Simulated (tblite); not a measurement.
Run report: C5H10ClOSi, geometry relaxation (part 2 of 2)

Continued. System: C5H10ClOSi, multiplicity 2. Method: GFN2-xTB geometry optimisation, gas phase (tblite 0.8.0). It belongs to a series of runs on one base structure; here: H removed from sp3 C.

Geometry of the input (Å):
```
C  0.6930  -2.0747  0.2144
C  0.7444  -0.5862  0.4350
O  1.0639  -0.0211  -0.8285
Si 2.0203  1.3406  -0.9298
C  -0.5560  0.0227  1.0534
Cl -0.8139  -0.5531  2.7276
C  -1.8132  -0.2628  0.2581
C  -2.6006  0.6737  -0.2767
H  0.4559  -2.4658  -0.7671
H  0.7339  -2.7553  1.0595
H  1.5784  -0.4218  1.1419
H  3.3483  1.0150  -0.3492
H  2.1442  1.7693  -2.3217
H  1.4000  2.4069  -0.1158
H  -0.4302  1.1181  1.1302
H  -2.0869  -1.3116  0.1501
H  -2.3903  1.7324  -0.1872
H  -3.5000  0.3802  -0.8322
```

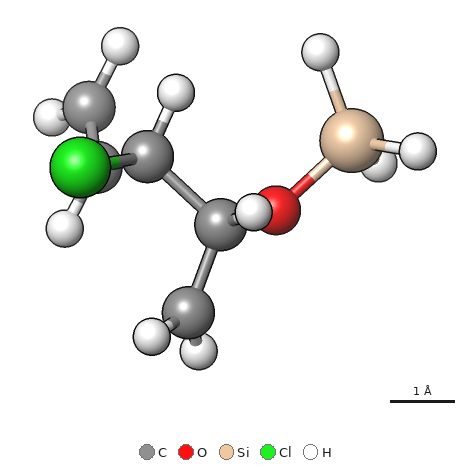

Figure 1. The geometry at step 116 of the log (ball-and-stick view, seen at a tilt).

Trajectory as extended XYZ, continued:
```
18
Properties=species:S:1:pos:R:3:forces:R:3 step=77 energy=-709.96632
C     0.6189   -2.0769    0.2334   -0.0040  -0.0040  -0.0020
C     0.7479   -0.6388    0.4894    0.0100   0.0070  -0.0020
O     1.0322    0.0467   -0.6887    0.0050  -0.0090  -0.0050
Si    1.9139    1.3844   -0.9270    0.0040   0.0110  -0.0050
C    -0.5467   -0.0124    1.1003   -0.0250   0.0020   0.0020
Cl   -0.8222   -0.7172    2.7177    0.0000  -0.0040  -0.0020
C    -1.7311   -0.2578    0.2364   -0.0130   0.0070  -0.0130
C    -2.4492    0.7082   -0.3066    0.0050  -0.0030   0.0040
H     0.6638   -2.4365   -0.7735   -0.0100  -0.0090  -0.0020
H     0.4395   -2.7479    1.0480    0.0050  -0.0150   0.0080
H     1.5434   -0.4600    1.2374    0.0040  -0.0030   0.0110
H     3.2820    1.1966   -0.4362    0.0000   0.0060   0.0050
H     1.8046    1.4707   -2.3713   -0.0050   0.0040   0.0010
H     1.3489    2.5451   -0.2282   -0.0020   0.0040  -0.0050
H    -0.3804    1.0574    1.2473    0.0150   0.0060   0.0050
H    -1.9633   -1.3004    0.0665    0.0040   0.0080  -0.0040
H    -2.2200    1.7485   -0.1402   -0.0020  -0.0160  -0.0120
H    -3.2910    0.4967   -0.9432    0.0100   0.0060   0.0170
18
Properties=species:S:1:pos:R:3:forces:R:3 step=90 energy=-709.96739
C     0.6233   -2.0954    0.2454   -0.0080   0.0050   0.0010
C     0.7539   -0.6560    0.4971    0.0050  -0.0050  -0.0050
O     1.0475    0.0229   -0.6823    0.0070   0.0080  -0.0010
Si    1.8865    1.3862   -0.9309   -0.0020   0.0040   0.0020
C    -0.5408   -0.0192    1.1002    0.0200   0.0020   0.0060
Cl   -0.8374   -0.7376    2.7077   -0.0070   0.0010   0.0060
C    -1.7224   -0.2417    0.2271    0.0160  -0.0160   0.0070
C    -2.4278    0.7343   -0.3137   -0.0010  -0.0030   0.0040
H     0.6748   -2.4588   -0.7598   -0.0150  -0.0030  -0.0060
H     0.4557   -2.7680    1.0615    0.0010   0.0040   0.0050
H     1.5458   -0.4796    1.2505   -0.0010   0.0090  -0.0060
H     3.2596    1.2463   -0.4376   -0.0030   0.0010  -0.0020
H     1.7673    1.4627   -2.3751    0.0070  -0.0080   0.0020
H     1.2909    2.5399   -0.2459   -0.0100  -0.0010   0.0040
H    -0.3593    1.0464    1.2602   -0.0010   0.0050   0.0000
H    -1.9660   -1.2804    0.0530   -0.0140  -0.0140  -0.0090
H    -2.1866    1.7712   -0.1487    0.0060   0.0070   0.0080
H    -3.2739    0.5332   -0.9470    0.0000   0.0020  -0.0130
18
Properties=species:S:1:pos:R:3:forces:R:3 step=103 energy=-709.96897
C     0.6250   -2.1164    0.2609   -0.0080  -0.0050  -0.0070
C     0.7678   -0.6771    0.5055    0.0090  -0.0060  -0.0030
O     1.0709   -0.0031   -0.6740   -0.0090  -0.0170  -0.0130
Si    1.8467    1.3945   -0.9331   -0.0060  -0.0050  -0.0020
C    -0.5280   -0.0318    1.1003    0.0090  -0.0050   0.0210
Cl   -0.8527   -0.7542    2.7006    0.0040  -0.0090   0.0020
C    -1.7033   -0.2335    0.2128    0.0210   0.0090   0.0050
C    -2.3868    0.7617   -0.3224    0.0050  -0.0160   0.0130
H     0.6091   -2.4826   -0.7450   -0.0020   0.0100   0.0040
H     0.4881   -2.7849    1.0865    0.0040   0.0050  -0.0070
H     1.5584   -0.5031    1.2595   -0.0080   0.0040   0.0090
H     3.2229    1.3342   -0.4330   -0.0070  -0.0060   0.0150
H     1.7415    1.4393   -2.3794    0.0020   0.0030  -0.0070
H     1.1859    2.5250   -0.2702   -0.0020   0.0090  -0.0020
H    -0.3354    1.0300    1.2719   -0.0120   0.0080  -0.0120
H    -1.9620   -1.2670    0.0244    0.0040   0.0230   0.0030
H    -2.1270    1.7916   -0.1367   -0.0160  -0.0170  -0.0150
H    -3.2300    0.5838   -0.9668    0.0130   0.0160  -0.0030
18
Properties=species:S:1:pos:R:3:forces:R:3 step=116 energy=-709.97010
C     0.6187   -2.1278    0.2694    0.0080   0.0110   0.0000
C     0.7762   -0.6896    0.5095   -0.0150   0.0090   0.0060
O     1.0756   -0.0242   -0.6764   -0.0040   0.0070   0.0070
Si    1.8119    1.3949   -0.9372   -0.0080  -0.0090   0.0110
C    -0.5149   -0.0355    1.1087    0.0010   0.0010  -0.0170
Cl   -0.8487   -0.7711    2.6992   -0.0030  -0.0010   0.0160
C    -1.6832   -0.2225    0.2095   -0.0050  -0.0010   0.0070
C    -2.3539    0.7791   -0.3292   -0.0020   0.0020   0.0000
H     0.5524   -2.4870   -0.7361    0.0010  -0.0120  -0.0260
H     0.5175   -2.8001    1.0963    0.0010  -0.0010   0.0070
H     1.5699   -0.5172    1.2597    0.0020   0.0010  -0.0080
H     3.1750    1.3770   -0.4002    0.0070   0.0000   0.0040
H     1.7342    1.4258   -2.3856    0.0060  -0.0070  -0.0020
H     1.1074    2.5147   -0.3008   -0.0050   0.0050  -0.0070
H    -0.3183    1.0248    1.2867    0.0050  -0.0120   0.0030
H    -1.9480   -1.2521    0.0110    0.0080   0.0030   0.0020
H    -2.0938    1.8066   -0.1333   -0.0030  -0.0040  -0.0140
H    -3.1867    0.6104   -0.9896    0.0060   0.0080   0.0090
18
Properties=species:S:1:pos:R:3:forces:R:3 step=129 energy=-709.97073
C     0.6179   -2.1292    0.2633   -0.0070  -0.0070  -0.0030
C     0.7728   -0.6912    0.5071    0.0140  -0.0080  -0.0110
O     1.0626   -0.0224   -0.6794    0.0010   0.0090   0.0040
Si    1.8013    1.3959   -0.9363    0.0130   0.0060   0.0010
C    -0.5129   -0.0373    1.1157   -0.0010  -0.0010   0.0000
Cl   -0.8434   -0.7739    2.7077    0.0010  -0.0040  -0.0130
C    -1.6820   -0.2189    0.2169   -0.0060   0.0030   0.0060
C    -2.3451    0.7835   -0.3300   -0.0040  -0.0090   0.0020
H     0.5383   -2.4882   -0.7424    0.0050   0.0130   0.0050
H     0.5343   -2.8051    1.0896    0.0000   0.0030   0.0040
H     1.5742   -0.5203    1.2495   -0.0080  -0.0010   0.0010
H     3.1535    1.3823   -0.3693   -0.0110   0.0050  -0.0030
H     1.7583    1.4115   -2.3872    0.0010  -0.0020   0.0140
H     1.0824    2.5222   -0.3257    0.0030  -0.0140  -0.0150
H    -0.3117    1.0211    1.2965    0.0030   0.0070   0.0000
H    -1.9496   -1.2483    0.0201   -0.0060   0.0090   0.0090
H    -2.0823    1.8124   -0.1444    0.0040  -0.0210   0.0030
H    -3.1775    0.6122   -0.9900    0.0000   0.0110  -0.0030
18
Properties=species:S:1:pos:R:3:forces:R:3 step=142 energy=-709.97197
C     0.6161   -2.1374    0.2543    0.0000  -0.0060  -0.0050
C     0.7738   -0.7014    0.5045    0.0020  -0.0020   0.0020
O     1.0623   -0.0281   -0.6789    0.0030   0.0010   0.0000
Si    1.7753    1.4016   -0.9424    0.0000   0.0030   0.0010
C    -0.5083   -0.0498    1.1271   -0.0010   0.0020  -0.0020
Cl   -0.8303   -0.8082    2.7095   -0.0010   0.0050  -0.0010
C    -1.6847   -0.2128    0.2343    0.0000   0.0020  -0.0020
C    -2.3139    0.8011   -0.3313    0.0000  -0.0010   0.0030
H     0.5106   -2.4870   -0.7521    0.0000   0.0000   0.0020
H     0.5663   -2.8210    1.0771   -0.0070   0.0010  -0.0050
H     1.5772   -0.5354    1.2453    0.0050   0.0010   0.0030
H     3.0914    1.4519   -0.2984   -0.0060   0.0000   0.0000
H     1.8178    1.3650   -2.3925    0.0020   0.0020   0.0020
H     0.9884    2.5259   -0.4202   -0.0010  -0.0080  -0.0010
H    -0.2990    1.0053    1.3198   -0.0020   0.0020   0.0000
H    -1.9870   -1.2359    0.0580    0.0020   0.0020  -0.0010
H    -2.0144    1.8221   -0.1608    0.0010  -0.0020  -0.0030
H    -3.1502    0.6505   -0.9914    0.0010  -0.0040   0.0070
```

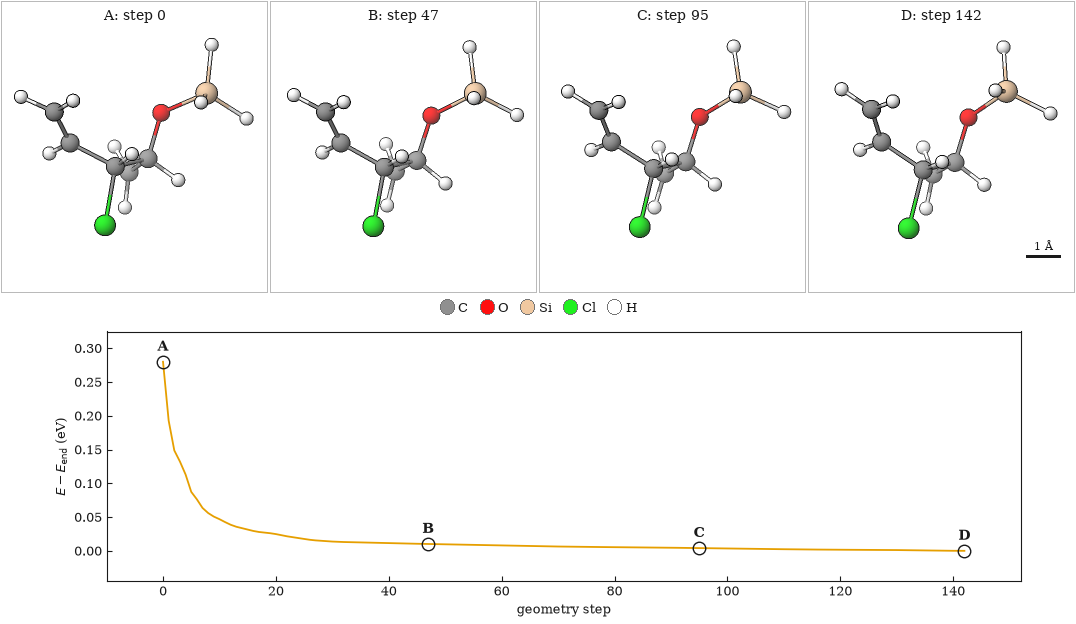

Figure 2. Frames of the relaxation (ball-and-stick view, seen at a tilt) above the curves, on which the letters mark them (steps are counted from 0).

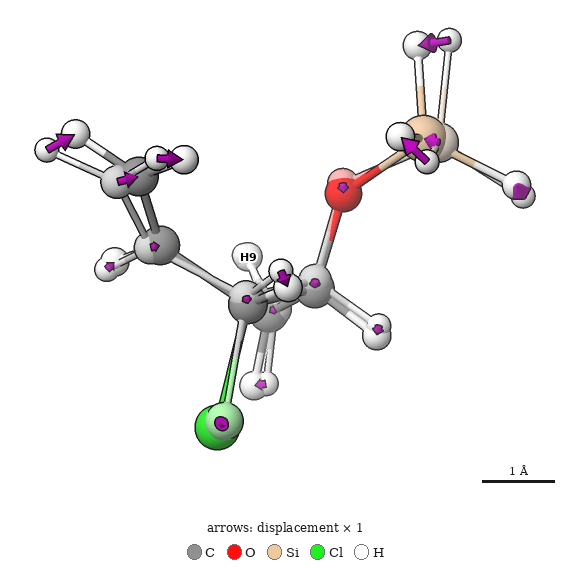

Figure 3. Start (faint) and end (solid) with the displacements as pink arrows, at true length (ball-and-stick view, seen at a tilt). The two geometries are laid on each other by the best rigid fit. The largest move after the best rigid fit is that of H14, 0.53 Å. By element the largest moves are H 0.53 Å, C 0.31 Å, Cl 0.26 Å, Si 0.26 Å, O 0.15 Å. Among the contacts that change: O3–Si4 1.667 → 1.619 Å, C1–C2 1.506 → 1.466 Å, C5–C7 1.515 → 1.486 Å, C2–O3 1.421 → 1.392 Å. Among the angles that change: O3–Si4–H13 110.2° → 98.8°, C2–O3–Si4 120.5° → 131.1°, C1–C2–O3 105.7° → 110.5°. After 142 geometry steps the energy has fallen by 0.280 eV. The largest force component goes from 1.5 to 0.008 eV/Å. (Atoms are counted from 1 in the order of the input.)

Results in brief:

| quantity | value |
| --- | --- |
| outcome | converged |
| total energy | −709.9720 eV |
| wall time | 1.2 s |
| peak memory | 0.18 GiB |
